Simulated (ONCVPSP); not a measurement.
Input of ONCVPSP 4.0.1:

```
# ATOM AND REFERENCE CONFIGURATION
# atsym  z   nc   nv     iexc    psfile
  Hf 72.00    9    5  -109134      upf
#
#   n    l    f
    1    0    2.00
    2    0    2.00
    2    1    6.00
    3    0    2.00
    3    1    6.00
    3    2   10.00
    4    0    2.00
    4    1    6.00
    4    2   10.00
    4    3   14.00
    5    0    2.00
    5    1    6.00
    5    2    2.00
    6    0    1.75
#
# PSEUDOPOTENTIAL AND OPTIMIZATION
# lmax
    3
#
#   l,   rc,      ep,       ncon, nbas, qcut
    0    1.70    0.00    3    8    6.80
    1    1.95    0.00    4    7    9.00
    2    2.10    0.00    5    8    5.30
    3    1.15    0.00    3    8   13.90
#
# LOCAL POTENTIAL
# lloc, lpopt,  rc(5),   dvloc0
    4    5    1.15    2.00
#
# VANDERBILT-KLEINMAN-BYLANDER PROJECTORs
# l, nproj, debl
    0    2    2.80
    1    2    1.30
    2    1    1.40
    3    3    2.00
#
# MODEL CORE CHARGE
# icmod, fcfact, rcfact
    0    0.00    0.00
#
# LOG DERIVATIVE ANALYSIS
# epsh1, epsh2, depsh
   -4.00    5.00    0.02
#
# OUTPUT GRID
# rlmax, drl
    6.00    0.01
#
# TEST CONFIGURATIONS
# ncnf
    4
# nvcnf
#   n    l    f
    5
    4    3   14.00
    5    0    2.00
    5    1    6.00
    5    2    2.00
    6    0    2.00
#
    5
    4    3   14.00
    5    0    2.00
    5    1    6.00
    5    2    2.00
    6    0    1.00
#
    5
    4    3   14.00
    5    0    2.00
    5    1    6.00
    5    2    2.00
    6    0    0.00
#
    5
    4    3   14.00
    5    0    2.00
    5    1    5.00
    5    2    2.00
    6    0    2.00
#
```

Launched with:
```bash
oncvpsp.x < Hf.dat > Hf.out
```

Functional and relativity: PW91, scalar-relativistic.

In the p channel the program set the typed energies aside and used -1.368, 0.250 Ha.

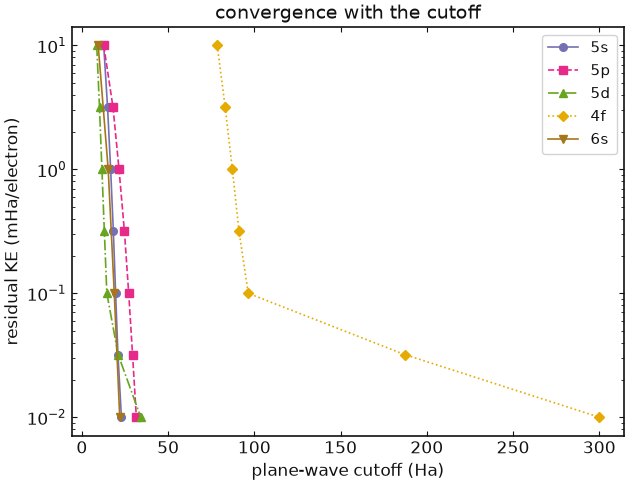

Residual kinetic energy of the pseudo-waves (the first of each channel, and further valence shells) beyond the plane-wave cutoff, as the generator prints it.

Question: At which cutoff does each wave reach 1 mHa per electron?

Answer: 4f: 87 Ha; 5p: 22 Ha; 5s: 17 Ha; 6s: 15 Ha; 5d: 12 Ha.

Question: Which wave is the hardest at 1 mHa per electron, and which settings govern it?

Answer: 4f, with rc = 1.15 bohr and qcut = 13.9 1/bohr. The optimisation minimises, but can't always remove, the kinetic energy above qcut²/2 = 96.6 Ha, and a larger rc would as a rule soften the wave at some cost in transferability.

Question: Which cutoffs does the potential need for its occupied states?

Answer: 87 Ha for 1 mHa and 96 Ha for 0.1 mHa per electron. The first is set by 4f.
